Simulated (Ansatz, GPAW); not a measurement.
## Se/Ru(0001): simulated STM images

Wanted: filled- and empty-state images of Se/Ru(0001), with its work function.

Calculated with GPAW 26.7.0 and Ansatz 0.2.0; Ansatz plane waves; slab in vacuum with a dipole correction, relaxation, in the first sound run; inputs show where later runs differ.

**1. The structure**

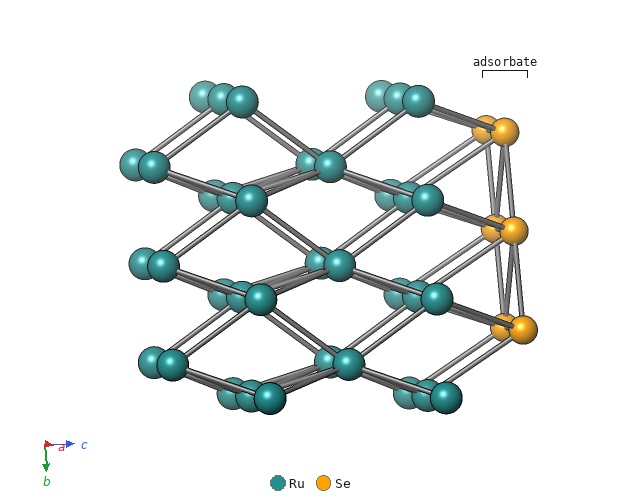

The starting structure, seen from the side, with the c axis across the page (ruthenium teal, selenium orange). 2×3×1 cells are drawn. Bonds to atoms that aren't drawn are left out. Some periodic images of atoms are drawn too.

The cell holds 5 atoms: 4 Ru and 1 Se. Cell: a = 2.700 Å, b = 2.700 Å, c = 26.733 Å, α = 90.0°, β = 90.0°, γ = 60.0°. Vacuum lies along c.

As a file:

```cif
data_structure
_symmetry_space_group_name_H-M 'P 1'
_symmetry_Int_Tables_number 1
_cell_length_a 2.7000
_cell_length_b 2.7000
_cell_length_c 26.7327
_cell_angle_alpha 90.000
_cell_angle_beta 90.000
_cell_angle_gamma 60.000
_cell_volume 168.77
loop_
_atom_site_label
_atom_site_type_symbol
_atom_site_fract_x
_atom_site_fract_y
_atom_site_fract_z
_atom_site_occupancy
Ru1 Ru 0.66667 0.66667 0.33667 1
Ru2 Ru 0.00000 0.00000 0.41666 1
Ru3 Ru 0.66667 0.66667 0.49665 1
Ru4 Ru 0.00000 0.00000 0.57664 1
Se5 Se 0.33333 0.33333 0.66333 1
```

**2. Relaxation**

The atoms are relaxed first, since the surface dipole, and with it the work function, follows the positions of the outer layers. The lowest 2 atoms are held at bulk positions and keep their forces.

Input file input.yaml:

```yaml
crystal:
  lattice:
    - [2.7, 0.0, 0.0]
    - [1.35, 2.3382685902, 0.0]
    - [0.0, 0.0, 26.7327092233]
  atoms:
    - { symbol: Ru, position: [0.6666666667, 0.6666666667, 0.3366662138] }
    - { symbol: Ru, position: [0.0, 0.0, 0.4166581063] }
    - { symbol: Ru, position: [0.6666666667, 0.6666666667, 0.4966499987] }
    - { symbol: Ru, position: [0.0, 0.0, 0.5766418911] }
    - { symbol: Se, position: [0.3333333333, 0.3333333333, 0.6633337862] }
kpoints:
  mp_grid: { grid: [13, 13, 1] }
hamiltonian:
  xc: pbe
scf:
  occupations: { method: fermi_dirac, width: 0.1 }
efield:
  axis: 3
  dipole_correction: true
  ramp_width: 0.05
relax:
  f_tol: 0.02
  max_steps: 60
  constraints: [{ sites: [0, 1] }]
output:
  write_potential: true
  write_density: true
  volumetric_format: npy
```

Command:

```console
> ansatz run input.yaml --threads 4 --pin off --max-ram 8192MiB --backend cpu --events-out ev --progress --plain --runs-dir out
```

Numbers of over 12 decimals in the logs are rounded to 6 here.

Output:

```text
Engine: ansatz 0.2.0, x86_64-unknown-linux-gnu
Pseudopotentials: kind: paw
Pseudopotential: Ru, paw, valence charge 16, recommended cutoff 420 eV (normal), Ru.paw.azcp
Pseudopotential: Se, paw, valence charge 16, recommended cutoff 420 eV (normal), Se.paw.azcp
Functional definition: PBE
  parameter kappa = 0.804
  parameter beta = 0.066725
  exchange = pbe_x(kappa = kappa, mu = beta*pi^2/3)
  correlation = pbe_c(beta = beta)
Crystal: 5 atoms, lattice volume = 168.772 Å³
Basis set: ecut = 420 eV, 3347 PW (Γ), exchange–correlation on 40×40×360 points (8 copies of the dense FFT grid, shifted against one another)
Bands: 48, of which v1, the nominal top of the filled ones, is band 40 counted from 1 (39 counted from 0)
Symmetry: 6 space group operations
Space group: P3m1 (ITA 156), of the structure as read, at distance tolerance 5.5e-5 Å
k-points: 21 of 169 (time reversal used)
Non-local potential: Ru, projectors of the file, l = 0: 3, l = 1: 2, l = 2: 2, l = 3: 1
Non-local potential: Se, projectors of the file, l = 0: 2, l = 1: 2, l = 2: 3, l = 3: 1
PAW form: soft (Blöchl's): semilocal exchange-correlation on the pseudo side does not see the compensation charge
PAW one-centre angular grid: Ru, 590 points (default); XC on 64 Gauss nodes
PAW one-centre angular grid: Se, 590 points (default); XC on 64 Gauss nodes
Initial density: superposition of atomic densities (neutral atoms: chi_scale 0, normalization atom), corrected by the library's trained network
Initial wavefunctions: pseudopotential atomic-orbital guess
Functional: x = pbe(κ = 0.804, μ = 0.219515), c = pbe(β = 0.066725)
SCF iter   1: F=—  HF=-28982.229160 eV  |F-HF|=—  |Δ(HF+E_count)|=         —  Δρ=2.54e-2  dr2=2.47e1  ethr=1.77e-3  p=0.070 e·Å  D=7.52e-2 V/Å  ΔV_dip=-2.01 eV  dr2_dipole=1.02e1  V_vac-E_F(+/−)=2.99/5.00 eV  ⟨swp⟩=8.2  Hψ=4356  notcnv=0
efield: sawtooth ramp at fractional position 0.9750 (placed from the atoms, in the widest stretch of the axis that holds none; the zero of the levels goes with the place), width 0.0500; the density the first Hamiltonian is built on has a dipole p = 0.070 e·Å; the dipole correction subtracts the counter field D = 7.52e-2 V/Å, which shifts the + side's vacuum level by -2.01 eV against the − side's; the planar-averaged density in the ramp window peaks in size at 1.8e-5 e/Å³
preconditioner: auto → LDOS  [metal: Δε(μ)=0.042 eV  Ē_g=5.641 eV  σ=0.100 eV  W_gap=0.11  n_scr=20 (ndim 8)  ℏωp=17.6 eV  f_vac=0.543  D(μ)=4.23/eV (n_scr^D=18)  β→1.0]
SCF iter   2: F=—  HF=-28981.938253 eV  |F-HF|=—  |Δ(HF+E_count)|=   2.91e-1  Δρ=9.30e-3  dr2=1.43e0  ethr=1.77e-3  p=0.035 e·Å  D=3.73e-2 V/Å  ΔV_dip=-1.00 eV  dr2_dipole=4.42e-1  V_vac-E_F(+/−)=3.88/4.88 eV  ⟨swp⟩=2.2  Hψ=1285  notcnv=0
SCF iter   3: F=—  HF=-28981.919930 eV  |F-HF|=—  |Δ(HF+E_count)|=   1.83e-2  Δρ=2.01e-3  dr2=3.15e-2  ethr=1.77e-3  p=0.039 e·Å  D=4.23e-2 V/Å  ΔV_dip=-1.13 eV  dr2_dipole=6.83e-3  V_vac-E_F(+/−)=3.87/5.00 eV  ⟨swp⟩=2.0  Hψ=1139  notcnv=0
SCF iter   4: F=—  HF=-28981.918294 eV  |F-HF|=—  |Δ(HF+E_count)|=   1.64e-3  Δρ=3.06e-4  dr2=9.10e-4  ethr=3.93e-5  p=0.040 e·Å  D=4.30e-2 V/Å  ΔV_dip=-1.15 eV  dr2_dipole=2.63e-4  V_vac-E_F(+/−)=3.85/5.00 eV  ⟨swp⟩=1.8  Hψ=1283  notcnv=0
SCF iter   5: F=—  HF=-28981.918440 eV  |F-HF|=—  |Δ(HF+E_count)|=   1.46e-4  Δρ=8.83e-5  dr2=1.71e-5  ethr=1.14e-6  p=0.040 e·Å  D=4.31e-2 V/Å  ΔV_dip=-1.15 eV  dr2_dipole=1.14e-6  V_vac-E_F(+/−)=3.85/5.00 eV  ⟨swp⟩=2.4  Hψ=1641  notcnv=0
SCF iter   6: F=-28981.918463 eV  HF=-28981.918466 eV  |F-HF|=3.05e-6  |Δ(HF+E_count)|=   2.58e-5  Δρ=3.37e-5  dr2=5.12e-6  ethr=1.25e-8  p=0.040 e·Å  D=4.33e-2 V/Å  ΔV_dip=-1.16 eV  dr2_dipole=1.71e-7  V_vac-E_F(+/−)=3.85/5.01 eV  ⟨swp⟩=14.0  Hψ=11032  notcnv=0
SCF 1 converged in 6 iterations: F = -28981.918463 eV  dr2 = 5.12e-6
  greatest PAW one-centre occupation: 1.000 electrons in one spin orbital (limit 2), on the Se atom at site 4 (counted from 0), in its partial waves of l = 2
relax step   1: F+E_penalty+E_count = -28981.91846291 eV  Δ(F+E_penalty+E_count) = +0.000e0 eV  max|allowed force component| = 6.478e-1 eV/Å  Δτ_max = 0.0000 Å  (6 SCF iters, dr2 threshold 1.00e-5 eV, accepted)
Initial density: handed on by an earlier stage of this run
Initial wavefunctions: those handed on with the density
iter 1 solved again at ethr=2.09e-4 eV; its pass at ethr=3.10e-3 eV (dr2=1.67e-1 eV) is discarded
SCF iter   1: F=—  HF=-28982.002086 eV  |F-HF|=—  |Δ(HF+E_count)|=         —  Δρ=4.96e-3  dr2=1.76e-1  ethr=2.09e-4  p=0.040 e·Å  D=4.33e-2 V/Å  ΔV_dip=-1.16 eV  dr2_dipole=3.53e-2  V_vac-E_F(+/−)=3.85/5.01 eV  ⟨swp⟩=1.3  Hψ=4052  notcnv=0
efield: sawtooth ramp at fractional position 0.9750 (handed on by an earlier solve), width 0.0500; the density the first Hamiltonian is built on has a dipole p = 0.040 e·Å; the dipole correction subtracts the counter field D = 4.33e-2 V/Å, which shifts the + side's vacuum level by -1.16 eV against the − side's; the planar-averaged density in the ramp window peaks in size at 1.2e-5 e/Å³
preconditioner: auto → LDOS  [metal: Δε(μ)=0.029 eV  Ē_g=5.732 eV  σ=0.100 eV  W_gap=0.07  n_scr=20 (ndim 8)  ℏωp=17.6 eV  f_vac=0.551  D(μ)=4.50/eV (n_scr^D=18)  β→1.0]
SCF iter   2: F=—  HF=-28981.999970 eV  |F-HF|=—  |Δ(HF+E_count)|=   2.12e-3  Δρ=2.15e-3  dr2=1.83e-2  ethr=2.09e-4  p=0.044 e·Å  D=4.76e-2 V/Å  ΔV_dip=-1.27 eV  dr2_dipole=9.27e-4  V_vac-E_F(+/−)=3.73/5.00 eV  ⟨swp⟩=2.0  Hψ=1547  notcnv=0
SCF iter   3: F=—  HF=-28981.998670 eV  |F-HF|=—  |Δ(HF+E_count)|=   1.30e-3  Δρ=1.54e-3  dr2=9.87e-3  ethr=2.29e-5  p=0.042 e·Å  D=4.51e-2 V/Å  ΔV_dip=-1.21 eV  dr2_dipole=7.27e-7  V_vac-E_F(+/−)=3.80/5.01 eV  ⟨swp⟩=2.8  Hψ=1995  notcnv=0
SCF iter   4: F=—  HF=-28981.996163 eV  |F-HF|=—  |Δ(HF+E_count)|=   2.51e-3  Δρ=2.65e-4  dr2=1.82e-4  ethr=1.23e-5  p=0.043 e·Å  D=4.59e-2 V/Å  ΔV_dip=-1.23 eV  dr2_dipole=3.18e-6  V_vac-E_F(+/−)=3.78/5.01 eV  ⟨swp⟩=2.1  Hψ=1425  notcnv=0
SCF iter   5: F=-28981.996174 eV  HF=-28981.996181 eV  |F-HF|=6.67e-6  |Δ(HF+E_count)|=   1.75e-5  Δρ=7.68e-5  dr2=1.59e-5  ethr=3.28e-8  p=0.043 e·Å  D=4.59e-2 V/Å  ΔV_dip=-1.23 eV  dr2_dipole=1.31e-7  V_vac-E_F(+/−)=3.78/5.01 eV  ⟨swp⟩=12.8  Hψ=11133  notcnv=0
SCF 2 converged in 5 iterations: F = -28981.996174 eV  dr2 = 1.59e-5
relax step   2: F+E_penalty+E_count = -28981.99617384 eV  Δ(F+E_penalty+E_count) = -7.771e-2 eV  max|allowed force component| = 5.102e-1 eV/Å  Δτ_max = 0.1946 Å  (5 SCF iters, dr2 threshold 2.62e-5 eV, accepted)
SCF iter   1: F=—  HF=-28982.007252 eV  |F-HF|=—  |Δ(HF+E_count)|=         —  Δρ=1.07e-3  dr2=5.16e-3  ethr=2.71e-5  p=0.043 e·Å  D=4.59e-2 V/Å  ΔV_dip=-1.23 eV  dr2_dipole=6.42e-4  V_vac-E_F(+/−)=3.78/5.01 eV  ⟨swp⟩=2.4  Hψ=1971  notcnv=0
efield: sawtooth ramp at fractional position 0.9750 (handed on by an earlier solve), width 0.0500; the density the first Hamiltonian is built on has a dipole p = 0.043 e·Å; the dipole correction subtracts the counter field D = 4.59e-2 V/Å, which shifts the + side's vacuum level by -1.23 eV against the − side's; the planar-averaged density in the ramp window peaks in size at 1.2e-5 e/Å³
preconditioner: auto → LDOS  [metal: Δε(μ)=0.081 eV  Ē_g=5.733 eV  σ=0.100 eV  W_gap=0.19  n_scr=20 (ndim 8)  ℏωp=17.6 eV  f_vac=0.551  D(μ)=4.58/eV (n_scr^D=18)  β→1.0]
SCF iter   2: F=—  HF=-28982.007567 eV  |F-HF|=—  |Δ(HF+E_count)|=   3.14e-4  Δρ=7.91e-4  dr2=3.36e-3  ethr=6.45e-6  p=0.044 e·Å  D=4.75e-2 V/Å  ΔV_dip=-1.27 eV  dr2_dipole=6.75e-6  V_vac-E_F(+/−)=3.75/5.02 eV  ⟨swp⟩=3.0  Hψ=1903  notcnv=0
SCF iter   3: F=—  HF=-28982.006777 eV  |F-HF|=—  |Δ(HF+E_count)|=   7.89e-4  Δρ=1.63e-4  dr2=4.26e-5  ethr=4.20e-6  p=0.044 e·Å  D=4.68e-2 V/Å  ΔV_dip=-1.25 eV  dr2_dipole=5.46e-6  V_vac-E_F(+/−)=3.76/5.01 eV  ⟨swp⟩=2.0  Hψ=1396  notcnv=0
SCF iter   4: F=-28982.006771 eV  HF=-28982.006774 eV  |F-HF|=2.86e-6  |Δ(HF+E_count)|=   3.27e-6  Δρ=4.26e-5  dr2=6.03e-6  ethr=2.03e-8  p=0.044 e·Å  D=4.68e-2 V/Å  ΔV_dip=-1.25 eV  dr2_dipole=9.50e-8  V_vac-E_F(+/−)=3.76/5.02 eV  ⟨swp⟩=14.6  Hψ=11530  notcnv=0
SCF 3 converged in 4 iterations: F = -28982.006771 eV  dr2 = 6.03e-6
relax step   3: F+E_penalty+E_count = -28982.00677120 eV  Δ(F+E_penalty+E_count) = -1.060e-2 eV  max|allowed force component| = 2.532e-1 eV/Å  Δτ_max = 0.0193 Å  (4 SCF iters, dr2 threshold 1.63e-5 eV, accepted)
[...]
relax step   4: F+E_penalty+E_count = -28982.01069051 eV  Δ(F+E_penalty+E_count) = -3.919e-3 eV  max|allowed force component| = 7.238e-3 eV/Å  Δτ_max = 0.0162 Å  (4 SCF iters, dr2 threshold 1.58e-5 eV, accepted)
iter 1 solved again at ethr=1.22e-8 eV; its pass at ethr=3.10e-3 eV (dr2=9.75e-6 eV) is discarded
SCF iter   1: F=—  HF=-28982.010713 eV  |F-HF|=—  |Δ(HF+E_count)|=         —  Δρ=5.09e-5  dr2=9.75e-6  ethr=1.22e-8  p=0.045 e·Å  D=4.78e-2 V/Å  ΔV_dip=-1.28 eV  dr2_dipole=7.36e-8  V_vac-E_F(+/−)=3.75/5.03 eV  ⟨swp⟩=1.0  Hψ=2521  notcnv=0
efield: sawtooth ramp at fractional position 0.9750 (handed on by an earlier solve), width 0.0500; the density the first Hamiltonian is built on has a dipole p = 0.045 e·Å; the dipole correction subtracts the counter field D = 4.78e-2 V/Å, which shifts the + side's vacuum level by -1.28 eV against the − side's; the planar-averaged density in the ramp window peaks in size at 9.9e-6 e/Å³
SCF iter   2: F=—  HF=-28982.010700 eV  |F-HF|=—  |Δ(HF+E_count)|=   1.34e-5  Δρ=5.91e-5  dr2=1.41e-5  ethr=1.22e-8  p=0.045 e·Å  D=4.80e-2 V/Å  ΔV_dip=-1.28 eV  dr2_dipole=7.81e-8  V_vac-E_F(+/−)=3.75/5.03 eV  ⟨swp⟩=3.0  Hψ=1974  notcnv=0
SCF iter   3: F=—  HF=-28982.010697 eV  |F-HF|=—  |Δ(HF+E_count)|=   2.82e-6  Δρ=8.87e-6  dr2=3.55e-7  ethr=1.22e-8  p=0.045 e·Å  D=4.80e-2 V/Å  ΔV_dip=-1.28 eV  dr2_dipole=3.25e-9  V_vac-E_F(+/−)=3.75/5.03 eV  ⟨swp⟩=2.8  Hψ=1847  notcnv=0
SCF iter   4: F=-28982.010697 eV  HF=-28982.010697 eV  |F-HF|=4.21e-8  |Δ(HF+E_count)|=   6.50e-8  Δρ=4.27e-6  dr2=7.03e-8  ethr=1.25e-10  p=0.045 e·Å  D=4.80e-2 V/Å  ΔV_dip=-1.28 eV  dr2_dipole=3.08e-10  V_vac-E_F(+/−)=3.75/5.03 eV  ⟨swp⟩=12.2  Hψ=8576  notcnv=0
SCF 5 converged in 4 iterations: F = -28982.010697 eV  dr2 = 7.03e-8
relax step   5: F+E_penalty+E_count = -28982.01069712 eV  Δ(F+E_penalty+E_count) = -6.614e-6 eV  max|allowed force component| = 6.322e-3 eV/Å  Δτ_max = 0.0000 Å  (4 SCF iters, accepted)
NSCF: frozen V_eff on 21 k-points
the band table was solved once a step of the walk had ended and its energy, with any forces and stress, was formed, with the checks that follow a solve (4445 applications of the Hamiltonian). They found nothing against the state; the energy, forces and stress were not computed again (output.eigenvalues in the input reference)
WARN: The input density's exchange-correlation potential varies sharply where the density is thin. Do not read a vacuum level from v_tot or v_xc, or from such a field of the output density. On a cell that repeats whose density bears no net charge and no dipole along the vacuum's axis use v_es (v_loc + v_h of the components); under efield.dipole_correction with no amplitude use v_es + v_field, which holds any external [...]
SCF converged after 4 iterations
Free energy (F): -28982.010697 eV
Harris-Foulkes:  -28982.010697 eV  (|F-HF|=4.21e-8)
Internal energy: -28981.856212 eV  (E = F + TS)
E sigma→0 (E₀):  -28981.933455 eV
Entropy (-TS):   -0.154485 eV (-30.897 meV/atom)
Fermi energy:    6.576352 eV
Dipole field:    D = 0.048019 V/Å  (p = 0.044787 e·Å, saw-weighted, corrected)
Work function:   Φ+ = 3.7470 eV   Φ− = 5.0307 eV
Levels:          The Fermi level and band energies are counted from a zero that moves with the ramp; work functions are not
--- Per-component energies (eV) ---
  E_band       = -1723.651288
  E_kinetic    = 2179.530739
  E_local      = -156640.361714  (includes V_loc(G=0)·N_el)
  E_nonlocal   = 780.712864
  E_hartree    = 76841.477559
  E_xc         = -867.135431
  E_vxc        = -1056.038845  (∫ρ·V_xc dr)
  E_paw        = -15756.075169  (= ΣΔE_a)
  E_vpaw       = -670.816766  (= ΣTr[D̂ρ^β])
  E_aug_tail   = -0.001378  (compensation charges beyond the density's cutoff)
  E_efield     = 0.001075  (sawtooth field / dipole correction)
  E_vefield    = 0.336602  (∫n·V_field dr)
  E_ewald      = 64479.995244
  E_smearing   = -0.154485  (= −TS)
  E_closure    = 0.000000  (closes the sum)
  Σ components = -28982.010697   (vs F -28982.010697, Δ=0.00e0)
--- Forces (eV/Å), atoms counted from 1 ---
  atom   1  Ru     0.00000000    -0.00000000     0.60358654
  atom   2  Ru    -0.00000000     0.00000000    -0.61378355
  atom   3  Ru     0.00000000     0.00000000     0.00246693
  atom   4  Ru    -0.00000000     0.00000000     0.00632235
  atom   5  Se    -0.00000000     0.00000000     0.00133333
  max |Σ_I F_I| component: 7.44e-5 eV/Å
--- Band table (eV; the first three rows and the last of 21) ---
  k-point 0: bands = [... 36 lower, 4.5874, 5.2843, 5.6758, 5.6758, 6.4965, 6.4965, 7.2559, 7.2559, ... 4 higher]
  k-point 1: bands = [... 36 lower, 4.7264, 5.0438, 5.5545, 5.5919, 6.2775, 6.4358, 6.6461, 7.2492, ... 4 higher]
  k-point 2: bands = [... 36 lower, 4.8102, 5.0217, 5.2348, 5.5654, 5.8069, 6.3251, 6.6995, 7.2154, ... 4 higher]
  k-point 20: bands = [... 36 lower, 4.6570, 5.3021, 5.6667, 6.7898, 7.0844, 7.2087, 7.6835, 7.8728, ... 4 higher]
--- Relaxed structure (5 steps of the walk, 5 accepted, 0 SCFs on fresh bases) ---
  F+E_penalty+E_count = -28982.01069712 eV   max|allowed force component| = 6.322e-3 eV/Å
  atoms:
    - { symbol: Ru, position: [0.666667, 0.666667, 0.3366662138] }
    - { symbol: Ru, position: [-1.850371707762447e-17, -1.8503717077624468e-17, 0.416658] }
    - { symbol: Ru, position: [0.666667, 0.666667, 0.497022] }
    - { symbol: Ru, position: [-1.850371707762447e-17, -1.8503717077624468e-17, 0.577822] }
    - { symbol: Se, position: [0.333333, 0.333333, 0.655548] }
```

Elapsed: 17 s, on 4 threads of Intel Xeon Platinum 8488C (Sapphire Rapids), shared host; peak memory 0.6 GiB.

Relaxation path:

| step | energy less that of the first step (eV) | largest force component (eV/Å) |
| --- | --- | --- |
| 1 | 0.0000 | 0.6478 |
| 2 | -0.0777 | 0.5102 |
| 3 | -0.0883 | 0.2532 |
| 4 | -0.0922 | 0.0072 |
| 5 | -0.0922 | 0.0063 |

Forces are held to the 6 operations that the run works with; a distortion that breaks them can't arise in this run.

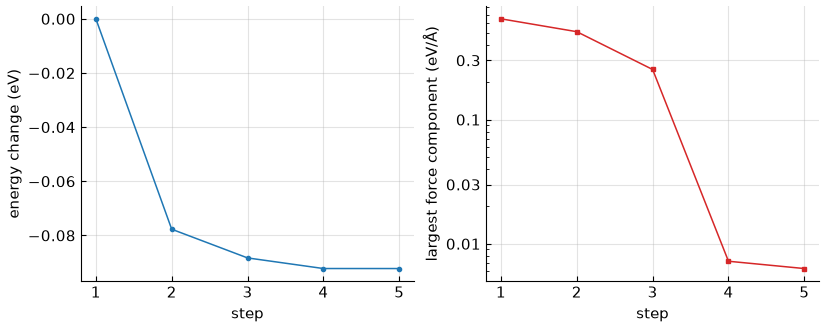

Energy and largest force along the relaxation.

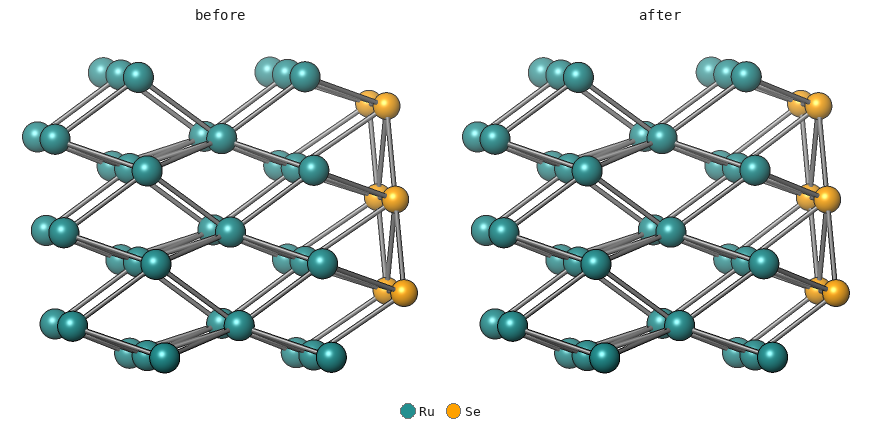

The structure before and after the relaxation, drawn at the same scale. Bonds to atoms that aren't drawn are left out.

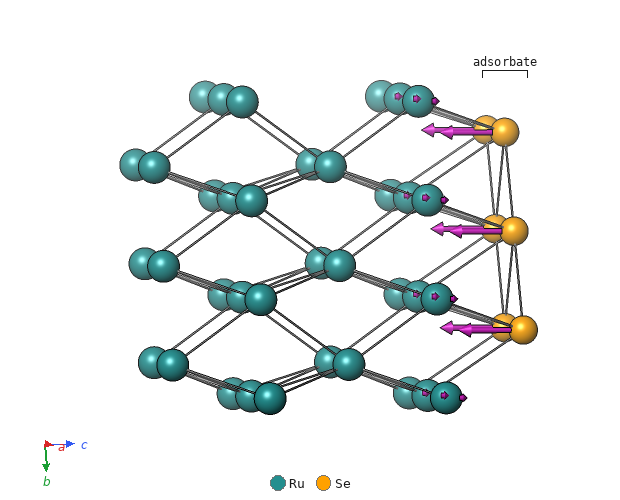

Displacements in the relaxation, exaggerated; the longest in the cell stands for 0.21 Å. Bonds to atoms that aren't drawn are left out. 2×3×1 cells are drawn. Some periodic images of atoms are drawn too.

The atoms that moved most (Å):

| atom | dx | dy | dz | length |
| --- | --- | --- | --- | --- |
| Se5 | 0.000 | 0.000 | -0.208 | 0.208 |
| Ru4 | 0.000 | 0.000 | 0.032 | 0.032 |
| Ru3 | 0.000 | 0.000 | 0.010 | 0.010 |

Final coordinates:

```cif
data_structure
_symmetry_space_group_name_H-M 'P 1'
_symmetry_Int_Tables_number 1
_cell_length_a 2.7000
_cell_length_b 2.7000
_cell_length_c 26.7327
_cell_angle_alpha 90.000
_cell_angle_beta 90.000
_cell_angle_gamma 60.000
_cell_volume 168.77
loop_
_atom_site_label
_atom_site_type_symbol
_atom_site_fract_x
_atom_site_fract_y
_atom_site_fract_z
_atom_site_occupancy
Ru1 Ru 0.66667 0.66667 0.33667 1
Ru2 Ru 0.00000 0.00000 0.41666 1
Ru3 Ru 0.66667 0.66667 0.49702 1
Ru4 Ru 0.00000 0.00000 0.57782 1
Se5 Se 0.33333 0.33333 0.65555 1
```

Numbers from this step:

* free energy: -28982.0107 eV
* smearing term TS: 0.1545 eV
* symmetry operations: 6
* upper work function: 3.747 eV
* lower work function: 5.031 eV
* dipole along the normal: 0.04479 e·Å
* dipole field: 0.04802 V/Å
* vacuum level above: 10.32 eV
* vacuum level below: 11.61 eV

(Continued in part 2 of 3.)

[Logs are printed without paths, hosts, clocks, repeated set-up lines and the standing remarks that a program may print on its own settings, such as how far it seeks lower states.]

[Hosts, paths, dates, database ids (printed as entryN), source tags and the programs' standing remarks are cut or masked in the printed files.]
